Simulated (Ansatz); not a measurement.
**Energy over volume and axial ratio for Hf (hcp, Mg type)**

Hf (hcp, Mg type)

```
Hf
1.0
    3.20421     0.00000     0.00000
   -1.60210     2.77493     0.00000
    0.00000     0.00000     5.06906
Hf
2
Cartesian
  0.00000   1.84995   3.80179
  1.60210   0.92498   1.26726
```

Two coordinates are scanned: the volume, and the ratio of the stretch along z (the conventional c axis) to the stretch across it. Atoms keep their fractional coordinates.

Level of theory: PBE (plane waves to 420 eV, PAW, scalar-relativistic; Ansatz, an electronic-structure program). k mesh 17×17×9 (Γ-centred), Fermi-Dirac smearing 0.05 eV. E stands for the smeared free energy. With partly filled bands, the response to shear is sensitive to the k mesh, so small differences along c/a are uncertain. Hf is run without spin polarisation. Hf was relaxed with its symmetry unable to fall. Spin-orbit coupling is left out, though Hf is heavy. The zero of ΔE is the relaxed starting cell.

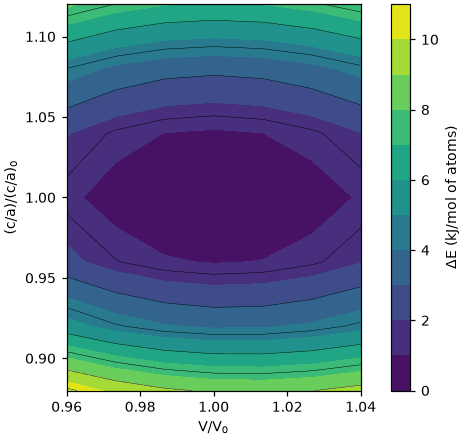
ΔE (kJ/mol of atoms) over the 7×7 grid of computed points.

The modulus against c/a change at fixed volume, (3/4V)·∂²E/∂(ln c/a)² (fit, atoms clamped) is 62 GPa. Lowest place on the grid: V/V₀ = 1.000, (c/a)/(c/a)₀ = 1.000 (0 meV/atom). Highest place on the grid: V/V₀ = 0.960, (c/a)/(c/a)₀ = 0.880 (111 meV/atom).

Near the relaxed cell σzz − σxx = −2Cδ (compression positive), C being this modulus and δ the logarithm of the ratio.

(Under strain, the slope of the energy per volume gives the stress and its curvature an elastic modulus.)
